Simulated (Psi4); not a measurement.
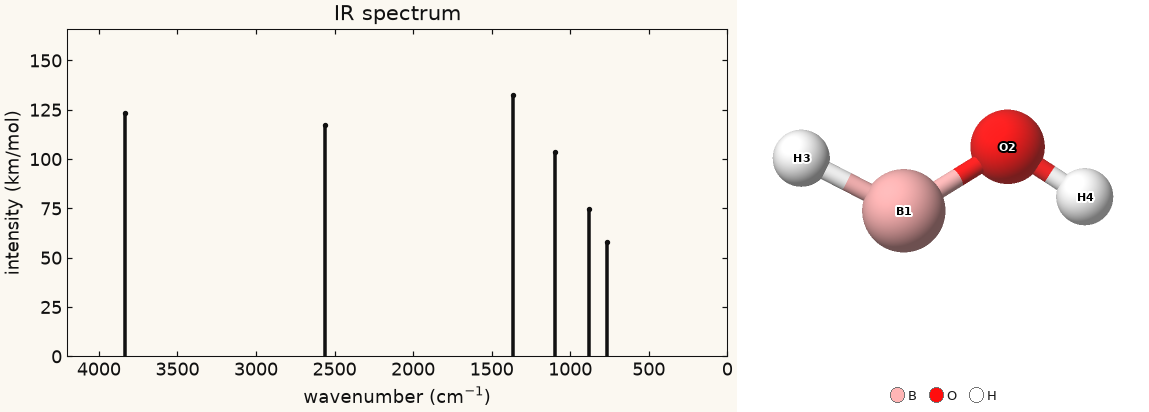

Infrared spectrum of BH₂O, SMILES [BH]O, doublet. Unscaled harmonic wavenumbers and double-harmonic intensities, r2SCAN/def2-SVP (dispersion D4), Psi4, at a geometry relaxed at this level, isolated molecule.

Q: Which lines are the most intense?

A: 1361.9 cm⁻¹ (132.6 km/mol), 3834.9 cm⁻¹ (123.1 km/mol) and 2561.0 cm⁻¹ (117.2 km/mol).

Q: List the modes.

A:
| cm⁻¹ | km/mol |
| --- | --- |
| 766.0 | 58.1 |
| 881.3 | 74.7 |
| 1093.9 | 103.7 |
| 1361.9 | 132.6 |
| 2561.0 | 117.2 |
| 3834.9 | 123.1 |

Known limits of this run: double-zeta basis.
